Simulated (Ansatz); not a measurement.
# Site preference of P in place of Si in amorphous Si (169 atoms), part 2 of 3

Aim: make P in place of Si at several sites of amorphous Si (169 atoms), relax each, and compare their energies.

Ansatz 0.2.0; Kohn-Sham DFT, LDA, PAW (set soft_2), plane waves.

The cell: 169 Si. The quench rate of 20 K/ps far exceeds what a furnace or splat quench reaches. The starting topology of bonds comes from the classical model. Only the Γ point is sampled, in a cell whose shortest periodic width is 15 Å.

So far. Step 2 (Single point at the start): The r.m.s. force at the start is 0.44 eV/Å. Step 3 (Relaxation): The relaxation converged after 10 steps, 7.58 eV below its start, with a largest force component of 0.032 eV/Å.

## Step 4: Single point at the relaxed geometry

One more single point at the end of the walk gives the fuller output and checks the residual forces.

input.yaml

```yaml
crystal:
  lattice:
    - [15.1647, 0.0, 0.0]
    - [0.0, 15.1647, 0.0]
    - [0.0, 0.0, 15.1647]
  atoms:
    - { symbol: Si, position: [0.94699, 0.87142, 0.32642] }
    - { symbol: Si, position: [0.3263, 0.97265, 0.29866] }
    - { symbol: Si, position: [0.15754, 0.50867, 0.68073] }
    - { symbol: Si, position: [0.71983, 0.79667, 0.48974] }
    - { symbol: Si, position: [0.43413, 0.63157, 0.85005] }
    - { symbol: Si, position: [0.48885, 0.38487, 0.92613] }
    [... 157 atom lines left out ...]
    - { symbol: Si, position: [0.33816, 0.08077, 0.1882] }
    - { symbol: Si, position: [0.72729, 0.94676, 0.26374] }
    - { symbol: Si, position: [0.7982, 0.1602, 0.79849] }
    - { symbol: Si, position: [0.20727, 0.94106, 0.77489] }
    - { symbol: Si, position: [0.59297, 0.12224, 0.35756] }
    - { symbol: Si, position: [0.36884, 0.27188, 0.55714] }
kpoints:
  mp_grid: { grid: [1, 1, 1] }
hamiltonian:
  xc: lda
scf:
  occupations: { method: fermi_dirac, width: 0.025 }
output:
  forces: true
  stress: true
  populations: true
  dos:
    method: { smearing: { sigma: 0.1 } }
    de: 0.1
    projected: { site_lists: { Si: [Si] } }
  eigenvalues: true
  write_density: true
  write_potential: true
  volumetric_format: npy
  elf: true
```

The run is started by

```
$ ansatz run input.yaml --threads 4 --pin off --max-ram 8192MiB --backend cpu --events-out ev --progress --plain --runs-dir out
```

Numbers of over 12 decimals in the logs are rounded to 6 here.

The log of the run:

```text
[...]
Crystal: 169 atoms, lattice volume = 3487.398 Å³
Basis set: ecut = 420 eV, 68243 PW (Γ)
Bands: 507, of which v1, the nominal top of the filled ones, is band 338 counted from 1 (337 counted from 0)
Symmetry: 1 space group operations
[...]
k-points: 1
[...]
SCF iter   1: F=—  HF=-102819.507804 eV  |F-HF|=—  |Δ(HF+E_count)|=         —  Δρ=4.57e-3  dr2=1.38e0  ethr=1.77e-3  ⟨swp⟩=6.0  Hψ=2348  notcnv=0  defer=83
[...]
SCF iter  11: F=-102819.236106 eV  HF=-102819.236106 eV  |F-HF|=1.21e-8  |Δ(HF+E_count)|=   2.59e-9  Δρ=2.29e-7  dr2=1.85e-8  ethr=1.48e-11  ⟨swp⟩=20.0  Hψ=4283  notcnv=0
SCF 1 converged in 11 iterations: F = -102819.236106 eV  dr2 = 1.85e-8
[...]
SCF converged after 11 iterations
Free energy (F): -102819.236106 eV
[...]
Internal energy: -102819.161907 eV  (E = F + TS)
E sigma→0 (E₀):  -102819.199006 eV
Entropy (-TS):   -0.074200 eV (-0.439 meV/atom)
Fermi energy:    5.869994 eV
[...]
--- Forces (eV/Å), atoms counted from 1 ---
  atom   1  Si    -0.01681346    -0.00699500    -0.00270028
  atom   2  Si    -0.00199279     0.00555385     0.00338910
  atom   3  Si     0.00266902     0.00123059    -0.00684908
  atom   4  Si    -0.00156664     0.00138726    -0.00455723
  atom   5  Si     0.00123843     0.00022484    -0.00396868
  atom   6  Si    -0.00761642     0.00607166    -0.00015455
  atom   7  Si    -0.00894058    -0.00198075    -0.00286635
  atom   8  Si    -0.01189974     0.00945255     0.00824909
  atom   9  Si     0.00310637    -0.00844450     0.00212903
  atom  10  Si     0.00222057    -0.00095269    -0.00486294
  atom  11  Si    -0.00743209    -0.00561759     0.00011099
  atom  12  Si     0.00448768     0.00352029     0.00329177
  atom  13  Si    -0.00758099     0.00761174     0.00053294
  atom  14  Si    -0.00185761     0.00737106     0.00436036
[...]
atom 168  Si    -0.00384183     0.00547129     0.01023487
  atom 169  Si     0.00992811     0.00742721     0.00790973
  max |Σ_I F_I| component: 1.40e-4 eV/Å
--- Stress (GPa, compression-positive) ---
       -2.724701       0.789796       0.087744
        0.789796      -2.858771      -0.078650
        0.087744      -0.078650      -3.450003
  P = ⅓ Tr σ = -3.0112 GPa (-30.112 kbar)
--- Band table (eV) ---
[...]
--- Löwdin populations: 169 sites ---
  site symbol       q [e]
     0     Si      3.9594
     1     Si      3.9534
     2     Si      3.9427
[...]
168     Si      3.9314
  spilling = 0.011191 (of n_electrons = 676.000000)
```

The job ended after 1.7 min (4 threads of Arm Neoverse V2, shared host; peak memory 4.1 GiB).

The run gave:

```yaml
free_energy: -102819.2361 eV
free_energy_per_atom: -608.3978 eV/atom
scf_cycles: 11
pressure: -3.011 GPa
r_m_s_force_component: 0.00684 eV/Å
longest_force: 0.03818 eV/Å
fermi_energy: 5.87 eV
levels_partly_filled_by_over_2_per_cent: 2
spilling_of_the_projection: 0.01119
```

The mean of these charges, 0.045 e, is only the charge that the projection spills.

Löwdin charges by element and coordination (they lack the spilled electrons, 0.045 e an atom on average):

```csv
element,coordination,atoms,mean charge (e),spread,least,most
Si,all,169,0.0448,0.0272,-0.120,0.130
Si,3,4,-0.0262,0.0632,-0.120,0.0573
Si,4,147,0.047,0.0228,-0.0071,0.130
Si,5,18,0.0421,0.0251,-0.003,0.0848
```

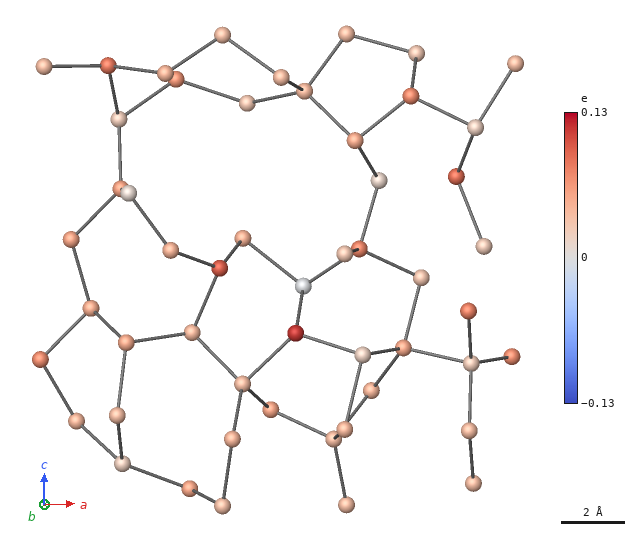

Atoms coloured by Löwdin charge. Drawn is a slice 4 Å thick, seen along the normal of the ac plane.

Density of states as counts of states in windows of 1 eV (from the Fermi level), total and the larger projections:

```csv
from (eV),to (eV),total,Si p,Si s
-13,-12,2.1,0.1,2.0
-12,-11,29.4,7.3,22.0
-11,-10,33.8,10.5,23.1
-10,-9,59.0,20.2,38.5
-9,-8,40.0,15.1,24.7
-8,-7,47.9,20.4,27.2
-7,-6,43.5,22.7,20.4
-6,-5,49.1,31.5,17.1
-5,-4,57.6,46.4,10.7
-4,-3,81.4,72.3,8.3
-3,-2,94.5,86.1,7.2
-2,-1,96.8,89.3,5.7
-1,0,41.7,36.0,4.4
0,1,43.3,29.4,10.3
1,2,84.6,54.1,19.0
2,3,98.9,63.3,17.3
```

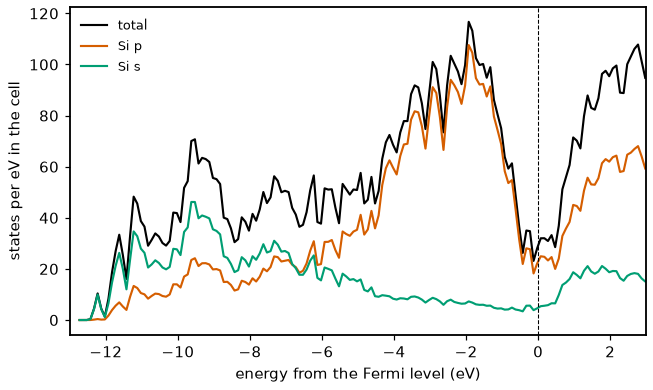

Total and projected density of states, with the broadening of the input.

The levels nearest the highest filled one (over half full), pooled over k-points and spins:

```csv
level less the highest filled one (eV),occupation
-0.325,2
-0.279,2
-0.255,2
-0.220,2
-0.107,1.98
0,1.24
0.0253,0.74
0.110,0.038
0.175,0.003
0.205,0.001
0.317,0
0.361,0
```

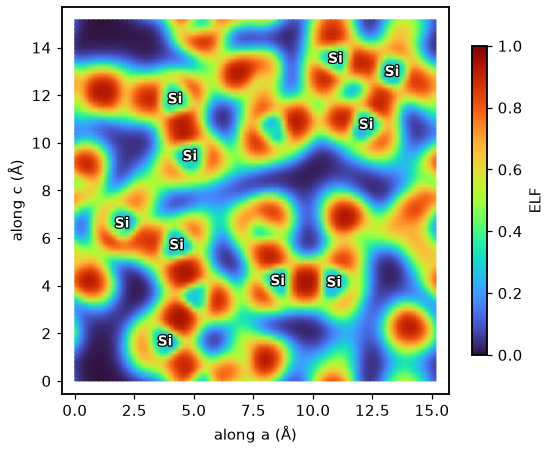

ELF in the ac plane at fractional y = 0.180, with atoms of Si within 0.2 Å of it. It is the smooth field of the valence electrons, not physical close to the nuclei. The map starts off the cell's origin, so that atoms lie inside it.

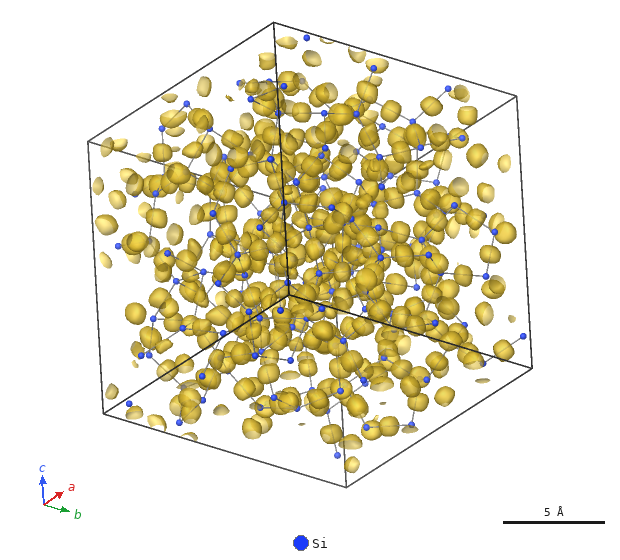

Surface of ELF = 0.85. Bonds to atoms that aren't drawn are left out.

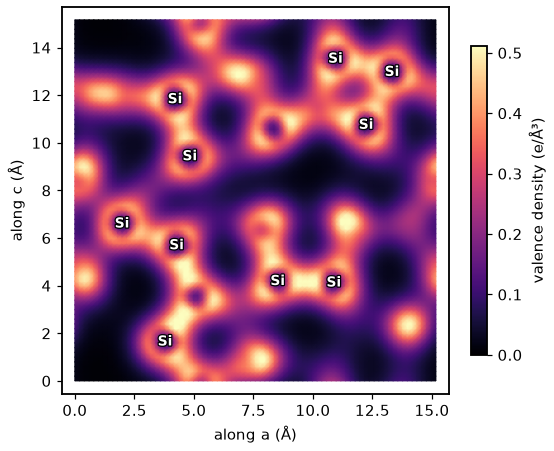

Valence density in the ac plane at fractional y = 0.180, with atoms of Si within 0.2 Å of it. It is the smooth field of the valence electrons, not physical close to the nuclei. The map starts off the cell's origin, so that atoms lie inside it.

2 levels are partly filled, by over 2 % (at Γ alone): no clear gap opens at this level. Levels of broken or missing bonds inside a gap of the host would look the same. Löwdin charges run from -0.12 to +0.13 e, about a mean that is the spilled charge alone. Within 0.4 eV of the Fermi level the largest share is Si p (82 % of the projected weight).

## Step 5: P on a site of Si, site Si100

The site has 3 bonded neighbours (Si3) at 2.37 Å on average, by cutoffs that count no bonds between two metal atoms or like ions. The change is made in the relaxed cell and the atoms are relaxed again.

input.yaml

```yaml
crystal:
  lattice:
    - [15.1647, 0.0, 0.0]
    - [0.0, 15.1647, 0.0]
    - [0.0, 0.0, 15.1647]
  atoms:
    [... atom lines 1 to 96 left out ...]
    - { symbol: Si, position: [0.90236, 0.40355, 0.81537] }
    - { symbol: Si, position: [0.65428, 0.89279, 0.38882] }
    - { symbol: Si, position: [0.83655, 0.69994, 0.46195] }
    - { symbol: P, position: [0.31655, 0.6723, 0.34535] }
    - { symbol: Si, position: [0.95538, 0.23556, 0.40334] }
    - { symbol: Si, position: [0.63114, 0.85295, 0.0801] }
    - { symbol: Si, position: [0.26771, 0.18574, 0.27472] }
    [... atom lines 104 to 169 left out ...]
kpoints:
  mp_grid: { grid: [1, 1, 1] }
hamiltonian:
  xc: lda
scf:
  occupations: { method: fermi_dirac, width: 0.025 }
output:
  forces: true
  eigenvalues: true
relax:
  f_tol: 0.05
  max_steps: 90
```

The log of the run:

```text
[...]
Crystal: 169 atoms, lattice volume = 3487.398 Å³
Basis set: ecut = 420 eV, 68243 PW (Γ)
Bands: 508, of which v1, the nominal top of the filled ones, is band 339 counted from 1 (338 counted from 0)
Symmetry: 1 space group operations
[...]
k-points: 1
[...]
SCF iter   1: F=—  HF=-102937.773243 eV  |F-HF|=—  |Δ(HF+E_count)|=         —  Δρ=4.55e-3  dr2=1.39e0  ethr=1.77e-3  ⟨swp⟩=9.0  Hψ=2887  notcnv=0  defer=49
[...]
SCF iter   6: F=—  HF=-102937.503583 eV  |F-HF|=—  |Δ(HF+E_count)|=   1.05e-5  Δρ=2.02e-5  dr2=8.68e-5  ethr=6.39e-8  ⟨swp⟩=3.0  Hψ=373  notcnv=0  defer=144
SCF iter   7: F=-102937.503584 eV  HF=-102937.503586 eV  |F-HF|=2.62e-6  |Δ(HF+E_count)|=   3.39e-6  Δρ=7.56e-6  dr2=8.65e-6  ethr=9.23e-9  ⟨swp⟩=17.0  Hψ=3237  notcnv=0
SCF 1 converged in 7 iterations: F = -102937.503584 eV  dr2 = 8.65e-6
[...]
relax step   1: F+E_penalty+E_count = -102937.50358360 eV  Δ(F+E_penalty+E_count) = +0.000e0 eV  max|allowed force component| = 1.227e0 eV/Å  Δτ_max = 0.0000 Å  (7 SCF iters, dr2 threshold 6.25e-5 eV, accepted)
[...]
relax step   2: F+E_penalty+E_count = -102937.68963283 eV  Δ(F+E_penalty+E_count) = -1.860e-1 eV  max|allowed force component| = 4.268e-1 eV/Å  Δτ_max = 0.1881 Å  (6 SCF iters, dr2 threshold 9.40e-5 eV, accepted)
[...]
relax step   3: F+E_penalty+E_count = -102937.74916860 eV  Δ(F+E_penalty+E_count) = -5.954e-2 eV  max|allowed force component| = 1.567e-1 eV/Å  Δτ_max = 0.0964 Å  (6 SCF iters, dr2 threshold 1.14e-5 eV, accepted)
relax step   4: F+E_penalty+E_count = -102937.76008416 eV  Δ(F+E_penalty+E_count) = -1.092e-2 eV  max|allowed force component| = 6.844e-2 eV/Å  Δτ_max = 0.0246 Å  (6 SCF iters, dr2 threshold 2.97e-6 eV, accepted)
relax step   5: F+E_penalty+E_count = -102937.76746606 eV  Δ(F+E_penalty+E_count) = -7.382e-3 eV  max|allowed force component| = 4.851e-2 eV/Å  Δτ_max = 0.0429 Å  (7 SCF iters, accepted)
relax step   6: F+E_penalty+E_count = -102937.77273397 eV  Δ(F+E_penalty+E_count) = -5.268e-3 eV  max|allowed force component| = 5.392e-2 eV/Å  Δτ_max = 0.0528 Å  (7 SCF iters, accepted)
relax step   7: F+E_penalty+E_count = -102937.79550652 eV  Δ(F+E_penalty+E_count) = -2.277e-2 eV  max|allowed force component| = 1.171e-1 eV/Å  Δτ_max = 0.1973 Å  (9 SCF iters, accepted)
relax step   8: F+E_penalty+E_count = -102937.84484493 eV  Δ(F+E_penalty+E_count) = -4.934e-2 eV  max|allowed force component| = 1.675e-1 eV/Å  Δτ_max = 0.1951 Å  (6 SCF iters, dr2 threshold 1.37e-5 eV, accepted)
relax step   9: F+E_penalty+E_count = -102937.91758876 eV  Δ(F+E_penalty+E_count) = -7.274e-2 eV  max|allowed force component| = 2.383e-1 eV/Å  Δτ_max = 0.1939 Å  (6 SCF iters, dr2 threshold 2.80e-5 eV, accepted)
relax step  10: F+E_penalty+E_count = -102938.08242233 eV  Δ(F+E_penalty+E_count) = -1.648e-1 eV  max|allowed force component| = 3.288e-1 eV/Å  Δτ_max = 0.1965 Å  (6 SCF iters, dr2 threshold 5.68e-5 eV, accepted)
relax step  11: F+E_penalty+E_count = -102938.21730176 eV  Δ(F+E_penalty+E_count) = -1.349e-1 eV  max|allowed force component| = 2.268e-1 eV/Å  Δτ_max = 0.1949 Å  (6 SCF iters, dr2 threshold 1.00e-4 eV, accepted)
relax step  12: F+E_penalty+E_count = -102938.38423690 eV  Δ(F+E_penalty+E_count) = -1.669e-1 eV  max|allowed force component| = 4.628e-1 eV/Å  Δτ_max = 0.1907 Å  (6 SCF iters, dr2 threshold 2.45e-5 eV, accepted)
relax step  13: F+E_penalty+E_count = -102938.58393400 eV  Δ(F+E_penalty+E_count) = -1.997e-1 eV  max|allowed force component| = 5.166e-1 eV/Å  Δτ_max = 0.1946 Å  (5 SCF iters, dr2 threshold 1.00e-4 eV, accepted)
relax step  14: F+E_penalty+E_count = -102938.74575481 eV  Δ(F+E_penalty+E_count) = -1.618e-1 eV  max|allowed force component| = 4.054e-1 eV/Å  Δτ_max = 0.1954 Å  (5 SCF iters, dr2 threshold 1.00e-4 eV, accepted)
relax step  15: F+E_penalty+E_count = -102938.86286277 eV  Δ(F+E_penalty+E_count) = -1.171e-1 eV  max|allowed force component| = 2.331e-1 eV/Å  Δτ_max = 0.1964 Å  (6 SCF iters, dr2 threshold 1.00e-4 eV, accepted)
relax step  16: F+E_penalty+E_count = -102938.89392490 eV  Δ(F+E_penalty+E_count) = -3.106e-2 eV  max|allowed force component| = 1.570e-1 eV/Å  Δτ_max = 0.0859 Å  (6 SCF iters, dr2 threshold 1.80e-5 eV, accepted)
relax step  17: F+E_penalty+E_count = -102938.92061564 eV  Δ(F+E_penalty+E_count) = -2.669e-2 eV  max|allowed force component| = 1.416e-1 eV/Å  Δτ_max = 0.0539 Å  (6 SCF iters, dr2 threshold 8.16e-6 eV, accepted)
relax step  18: F+E_penalty+E_count = -102938.96965629 eV  Δ(F+E_penalty+E_count) = -4.904e-2 eV  max|allowed force component| = 2.680e-1 eV/Å  Δτ_max = 0.1448 Å  (6 SCF iters, dr2 threshold 9.10e-6 eV, accepted)
relax step  19: F+E_penalty+E_count = -102939.02044425 eV  Δ(F+E_penalty+E_count) = -5.079e-2 eV  max|allowed force component| = 3.673e-1 eV/Å  Δτ_max = 0.1942 Å  (6 SCF iters, dr2 threshold 5.84e-5 eV, accepted)
relax step  20: F+E_penalty+E_count = -102939.07730568 eV  Δ(F+E_penalty+E_count) = -5.686e-2 eV  max|allowed force component| = 1.530e-1 eV/Å  Δτ_max = 0.0831 Å  (6 SCF iters, dr2 threshold 1.00e-4 eV, accepted)
relax step  21: F+E_penalty+E_count = -102939.09252122 eV  Δ(F+E_penalty+E_count) = -1.522e-2 eV  max|allowed force component| = 4.157e-2 eV/Å  Δτ_max = 0.0518 Å  (6 SCF iters, dr2 threshold 4.06e-6 eV, accepted)
[...]
relax step  22: F+E_penalty+E_count = -102939.09252137 eV  Δ(F+E_penalty+E_count) = -1.504e-7 eV  max|allowed force component| = 4.155e-2 eV/Å  Δτ_max = 0.0000 Å  (6 SCF iters, accepted)
SCF converged after 6 iterations
Free energy (F): -102939.092521 eV
[...]
Internal energy: -102939.030356 eV  (E = F + TS)
E sigma→0 (E₀):  -102939.061439 eV
Entropy (-TS):   -0.062166 eV (-0.368 meV/atom)
Fermi energy:    5.863641 eV
[...]
Σ components = -102939.092521   (vs F -102939.092521, Δ=0.00e0)
--- Forces (eV/Å), atoms counted from 1 ---
  atom   1  Si    -0.00237359    -0.00196748    -0.00073103
  atom   2  Si    -0.00040929    -0.00473369    -0.00154462
  atom   3  Si    -0.00473929     0.00243888     0.01806532
  atom   4  Si    -0.00728121    -0.00210637     0.00119801
[...]
atom 169  Si    -0.01920047    -0.00403542     0.00390423
  max |Σ_I F_I| component: 9.30e-5 eV/Å
--- Band table (eV) ---
[...]
--- Relaxed structure (22 steps of the walk, 22 accepted, 0 SCFs on fresh bases) ---
  F+E_penalty+E_count = -102939.09252137 eV   max|allowed force component| = 4.155e-2 eV/Å
  atoms:
    - { symbol: Si, position: [0.949370, 0.868140, 0.337783] }
    - { symbol: Si, position: [0.317776, 0.972058, 0.302203] }
    - { symbol: Si, position: [0.147456, 0.483546, 0.685503] }
    - { symbol: Si, position: [0.722262, 0.797095, 0.490823] }
[...]
- { symbol: Si, position: [0.358470, 0.291493, 0.566805] }
```

It took 23 min on 4 threads; peak memory 4.1 GiB.

The relaxation converged after 22 steps, 1.59 eV below its start, with a largest force component of 0.042 eV/Å.

A closer look about the P atom, after relaxation: 10 atoms, nearest first, numbered in the order of the input, with positions taken from that point.

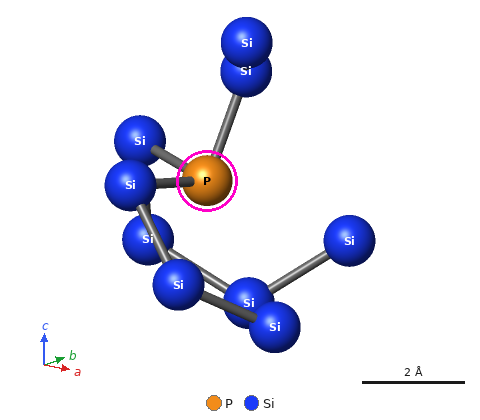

The atoms of the table, within 3.6 Å (arrows a, b, c point along x, y, z); some may hide others; the central atom is ringed.

```csv
atom,x,y,z,distance (Å),bonds
P100,0.00,0.00,0.00,0.00,3
Si38,-2.15,0.63,0.32,2.26,4
Si145,0.27,0.84,2.10,2.28,4
Si42,-0.17,-2.27,0.29,2.29,4
Si62,1.41,-2.73,-1.37,3.37,4
Si86,-0.32,1.87,-2.87,3.44,4
Si63,2.40,-0.88,-2.40,3.51,4
Si136,-2.55,1.51,-1.89,3.51,4
Si80,1.27,3.00,-1.56,3.61,4
Si52,1.51,-0.82,3.19,3.62,4
```

The column of bonds counts only the pairs Si-Si within 2.77 Å, Si-P within 2.68 Å; other neighbours, such as metal atoms beside each other in a compound, aren't counted, and periodic images can show an atom twice.

The largest move is 1.13 Å, by Si101.

## Step 6: P on a site of Si, site Si26

The site has 5 bonded neighbours (Si5) at 2.51 Å on average. 

Input and log are left out; they have the form of those shown for this kind of step.

It took 6.2 min on 4 threads of Arm Neoverse V2, shared host; peak memory 4.1 GiB.

The relaxation converged after 6 steps, 0.124 eV below its start, with a largest force component of 0.049 eV/Å.

(Part 2 of 3 ends here.)

[Logs are printed without paths, hosts, clocks, repeated set-up lines and the standing remarks that a program may print on its own settings, such as how far it seeks lower states.]

[Hosts, paths, dates, database ids (printed as entryN), source tags and the programs' standing remarks are cut or masked in the printed files.]
